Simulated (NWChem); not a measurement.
# doublet [SiH4O3]−: levels of theory compared

Wanted: a comparison of 6 runs (UB3LYP/6-31G*, UB3LYP/6-311+G**, UM06-2X/6-311+G**, UPBE/6-311+G**, UPBE0/6-311+G**) of doublet [SiH4O3]−. 

The calculation is run with NWChem 7.3.0.

34 further runs of the same task are left out: 34 set aside as unsound or not needed. Runs told in other sessions of the task aren't counted.

### 1 The molecule

[SiH4O3]− has 8 atoms, charge -1, and is taken as a doublet. SMILES of the parent species: `O[SiH](O)O`. The coordinates come from a PBE0-D4/def2-TZVP relaxation. This is one conformer, not always the lowest. That shape belongs to the parent species and isn't relaxed for this state.

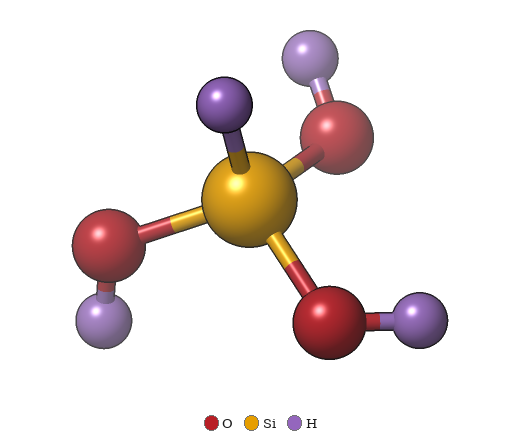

The structure, seen from a chosen angle (oxygen red, silicon amber, hydrogen purple).

### 2 The energy at UB3LYP/6-31G(d) (spherical functions) (run 1)

m1.nw reads:

```
echo
start m1
title "H4O3Si B3LYP"
memory total 2200 mb
charge -1

geometry units bohr noautosym nocenter noautoz
 O    0.10941514   3.05908865  -0.42518838
 Si  -0.32427700   0.15609138   0.50871427
 O    2.20965676  -1.62724317   0.37133118
 O   -2.36366944  -1.20885780  -1.36305945
 H    0.33410358   3.34443730  -2.20058607
 H   -1.21471595   0.39570865   3.14072482
 H    3.58084203  -1.23777061   1.48683651
 H   -2.15750032  -2.98897981  -1.62459755
end

basis spherical bse
 * library 6-31G*
end

dft
 xc b3lyp
 mult 2
 grid xfine
 convergence energy 1e-08
 iterations 100
 mulliken
end

task dft energy
```

The run is started by

```
$ nwchem m1.nw > m1.out
```

Standard output:

```text
[...]
          Wavefunction type:  spin polarized.
          No. of atoms     :     8
          No. of electrons :    43
[...]
          Charge           :    -1
          Spin multiplicity:     2
[...]
          AO basis - number of functions:    68
[...]
              XC Information
              --------------
                         B3LYP Method XC Potential
                     Hartree-Fock (Exact) Exchange  0.200
                        Slater Exchange Functional  0.800 local
                    Becke 1988 Exchange Functional  0.720 non-local
              Lee-Yang-Parr Correlation Functional  0.810
                  VWN I RPA Correlation Functional  0.190 local
[...]
 d= 0,ls=0.0,diis     1   -517.4759873569 -7.07D+02  1.10D-02  1.68D-01     6.4
[...]
 d= 0,ls=0.0,diis    12   -517.5629728422 -1.99D-09  2.61D-06  5.25D-10    74.9
[...]
         Total DFT energy =     -517.562972842165
      One electron energy =    -1100.861072178011
           Coulomb energy =      442.706142609144
    Exchange-Corr. energy =      -48.658165725311
 Nuclear repulsion energy =      189.250122452014
[...]
      Total Density - Mulliken Population Analysis
     ---------------------------------------------
    Atom       Charge   Shell Charges
 -----------   ------   -------------------------------------------------------
    1 O    8     8.64   2.00  0.90  2.95  0.86  1.91  0.01
    2 Si  14    13.42   2.00  2.00  5.96  0.78  1.47  0.38  0.42  0.42
    3 O    8     8.63   2.00  0.91  2.93  0.86  1.92  0.02
    4 O    8     8.67   2.00  0.90  2.95  0.88  1.92  0.02
    5 H    1     0.79   0.47  0.32
    6 H    1     1.21   0.53  0.68
    7 H    1     0.85   0.47  0.37
    8 H    1     0.79   0.47  0.32
[...]
      <S2> =      0.7510 (Exact =     0.7500)
[...]
```

Wall time 76 s (1 thread of Intel Xeon Platinum 8259CL at 2.50GHz (Skylake/Cascade Lake), shared host); peak memory 0.13 GiB.

### 3 A single-point energy at UB3LYP/6-31G(d) (Cartesian functions) (run 2)

sp.nw reads:

```
start sp
title "H4O3Si B3LYP"
memory total 2200 mb
charge -1

geometry noautosym nocenter noautoz
  O        0.057900       1.618800      -0.225000
  Si      -0.171600       0.082600       0.269200
  O        1.169300      -0.861100       0.196500
  O       -1.250800      -0.639700      -0.721300
  H        0.176800       1.769800      -1.164500
  H       -0.642800       0.209400       1.662000
  H        1.894900      -0.655000       0.786800
  H       -1.141700      -1.581700      -0.859700
end

basis cartesian
  * library 6-31G*
end

dft
  xc b3lyp
  mult 2
  grid xfine
  convergence energy 1e-08
  maxiter 100
  mulliken
end

task dft energy
```

The run is started by

```
$ nwchem sp.nw > sp.out
```

Standard output:

```text
[...]
          Wavefunction type:  spin polarized.
          No. of atoms     :     8
          No. of electrons :    43
[...]
          Charge           :    -1
          Spin multiplicity:     2
[...]
          AO basis - number of functions:    72
[...]
              XC Information
              --------------
                         B3LYP Method XC Potential
                     Hartree-Fock (Exact) Exchange  0.200
                        Slater Exchange Functional  0.800 local
                    Becke 1988 Exchange Functional  0.720 non-local
              Lee-Yang-Parr Correlation Functional  0.810
                  VWN I RPA Correlation Functional  0.190 local
[...]
 d= 0,ls=0.0,diis     1   -517.4819136002 -7.07D+02  1.35D-02  1.91D-01     6.1
[...]
 d= 0,ls=0.0,diis    12   -517.5720523293 -1.80D-09  3.44D-06  3.81D-10    82.5
[...]
         Total DFT energy =     -517.572052329340
      One electron energy =    -1100.753942388661
           Coulomb energy =      442.552496640949
    Exchange-Corr. energy =      -48.620742661289
 Nuclear repulsion energy =      189.250136079661
[...]
      Total Density - Mulliken Population Analysis
     ---------------------------------------------
    Atom       Charge   Shell Charges
 -----------   ------   -------------------------------------------------------
    1 O    8     8.61   1.99  0.90  2.95  0.82  1.91  0.04
    2 Si  14    13.50   2.00  1.99  5.96  0.89  1.48  0.43  0.43  0.33
    3 O    8     8.60   1.99  0.91  2.93  0.82  1.91  0.03
    4 O    8     8.64   1.99  0.90  2.95  0.84  1.92  0.04
    5 H    1     0.79   0.47  0.33
    6 H    1     1.20   0.53  0.67
    7 H    1     0.86   0.47  0.38
    8 H    1     0.80   0.47  0.33
[...]
      <S2> =      0.7510 (Exact =     0.7500)
[...]
```

Wall time 83 s (1 thread of Intel Xeon Platinum 8259CL at 2.50GHz (Skylake/Cascade Lake), shared host); peak memory 0.13 GiB.

Runs 3 to 5 aren't shown in full; the table further down has their settings and results.

### 4 The energy at UPBE0/6-311+G(d,p) (run 6)

run.py reads:

```python
from ase import Atoms
from ase.calculators.nwchem import NWChem

system = Atoms(['O', 'Si', 'O', 'O', 'H', 'H', 'H', 'H'], positions=[
    [0.057900, 1.618800, -0.225000],
    [-0.171600, 0.082600, 0.269200],
    [1.169300, -0.861100, 0.196500],
    [-1.250800, -0.639700, -0.721300],
    [0.176800, 1.769800, -1.164500],
    [-0.642800, 0.209400, 1.662000],
    [1.894900, -0.655000, 0.786800],
    [-1.141700, -1.581700, -0.859700],
])

calc = NWChem(
    label='input',
    theory='dft',
    memory='2200 mb',
    basis='6-311+G**',
    basispar='spherical bse',
    charge=-1,
    dft={'xc': 'pbe0', 'mult': '2', 'grid': 'fine', 'convergence': 'energy 1e-08', 'iterations': '100', 'mulliken': None},
    task='energy',
)
system.calc = calc

e = system.get_potential_energy()
print(f"E = {e:.6f} eV")
```

The run is started by

```
$ export ASE_NWCHEM_COMMAND="nwchem PREFIX.nwi > PREFIX.nwo"
$ python run.py
```

Standard output:

```text
E = -14079.103417 eV
```

The calculator wrote input.nwi:

```
title "input"

permanent_dir input

scratch_dir input

start input

geometry units angstrom nocenter noautosym noautoz
  O  5.7900000000000000e-02 1.6188000000000000e+00 -2.2500000000000001e-01
  Si -1.7160000000000000e-01 8.2600000000000007e-02 2.6919999999999999e-01
  O  1.1693000000000000e+00 -8.6109999999999998e-01 1.9650000000000001e-01
  O  -1.2507999999999999e+00 -6.3970000000000005e-01 -7.2130000000000005e-01
  H  1.7680000000000001e-01 1.7698000000000000e+00 -1.1645000000000001e+00
  H  -6.4280000000000004e-01 2.0940000000000000e-01 1.6619999999999999e+00
  H  1.8949000000000000e+00 -6.5500000000000003e-01 7.8680000000000005e-01
  H  -1.1416999999999999e+00 -1.5817000000000001e+00 -8.5970000000000002e-01
end

charge -1

memory 2200 mb

basis spherical bse noprint
   * library 6-311+G**
end

dft
  xc pbe0
  mult 2
  grid fine
  convergence energy 1e-08
  iterations 100
  mulliken
end

task dft energy
```

input.nwo:

```text
Northwest Computational Chemistry Package (NWChem) 7.3.0
             --------------------------------------------------------

           Job information
           ---------------

    nwchem branch   = 7.3.0
    use scalapack   = T
    input           = input.nwi
    prefix          = input.
    data base       = input/input.db
    status          = startup
    nproc           =        1

           Memory information
           ------------------

    heap     =     72089596 doubles =      550.0 Mbytes
    stack    =     72089601 doubles =      550.0 Mbytes
    global   =    144179200 doubles =     1100.0 Mbytes (distinct from heap & stack)
    total    =    288358397 doubles =     2200.0 Mbytes
    verify   = yes
    hardfail = no

           Directory information
           ---------------------

  0 permanent = input
  0 scratch   = input

                                NWChem Input Module
                                -------------------

                                       input
                                       -----

[... 25 lines left out ...]
            Nuclear Dipole moment (a.u.)
[... 66 lines left out ...]
  convergence criterion.
[... 16 lines left out ...]
          Convergence on density requested:  1.00D-05
[... 22 lines left out ...]
          Spatial weights used:  Erf1
[... 3 lines left out ...]
          Convergence aids based upon iterative change in
[... 127 lines left out ...]
         Total DFT energy =     -517.397511640356
[... 1 line left out ...]
           Coulomb energy =      439.755093599921
[... 1 line left out ...]
 Nuclear repulsion energy =      189.250136079660
[... 854 lines left out ...]
                     DFT Final Beta Molecular Orbital Analysis
[... 943 lines left out ...]
   alpha    111    112    113    114    115    116    117    118    119    120
    beta    111    112    113    114    115    116    117    118    119    120
 overlap   1.000  1.000  1.000  1.000  1.000  1.000  1.000  1.000  1.000  1.000

     --------------------------
     Expectation value of S2:
     --------------------------
      <S2> =      0.7503 (Exact =     0.7500)

 center of mass
 --------------
 x =  -0.11549306 y =   0.09304835 z =  -0.09529006

 moments of inertia (a.u.)
 ------------------
         298.413674926299           4.338037540328         -62.729503194864
           4.338037540328         249.777064580049           4.308584384326
         -62.729503194864           4.308584384326         426.114482922899

     Multipole analysis of the density
     ---------------------------------

     L   x y z        total         alpha         beta         nuclear
     -   - - -        -----         -----         ----         -------
     0   0 0 0     -1.000000    -22.000000    -21.000000     42.000000

     1   1 0 0     -1.329717      0.449654      2.574558     -4.353929
[... 8 lines of this table left out ...]
     2   0 0 2    -35.799407    -45.439119    -30.952902     40.592613

 Task  times  cpu:       89.1s     wall:       89.1s
 Total times  cpu:       89.1s     wall:       89.1s
```

It took 91 s on 1 thread of Intel Xeon Platinum 8259CL at 2.50GHz (Skylake/Cascade Lake), shared host; peak memory 0.12 GiB.

### 5 Overview of the runs

```csv
run,level,Cartesian functions,integration grid,energy (Eh),HOMO energy (eV),LUMO energy (eV),⟨S²⟩,wall time
1,UB3LYP/6-31G* (spherical functions),no,xfine,-517.562973,5.32,6.71,0.751,76 s
2,UB3LYP/6-31G* (Cartesian functions),yes,xfine,-517.572052,5.23,6.60,0.751,83 s
3,UB3LYP/6-311+G**,no,fine,-517.791106,2.17,3.20,0.750,84 s
4,UM06-2X/6-311+G**,no,fine,-517.657603,1.69,2.71,0.751,2.2 min
5,UPBE/6-311+G**,no,fine,-517.375946,2.40,2.85,0.750,85 s
6,UPBE0/6-311+G**,no,fine,-517.397512,2.08,3.26,0.750,91 s
```

### 6 Outcome

| quantity | value |
| --- | --- |
| run 6: total energy | -517.39751 Eh |
| run 6: HOMO energy (highest over α and β) | 2.08 eV |
| run 6: LUMO energy (lowest over α and β) | 3.26 eV |
| run 6: ⟨S²⟩ | 0.750 |

**Reading.** Totals of different functionals can't be ranked against each other. In all runs the HOMO lies above zero, from self-interaction, a short basis or an electron that isn't bound. All runs together took 9.2 min, the longest 2.2 min.
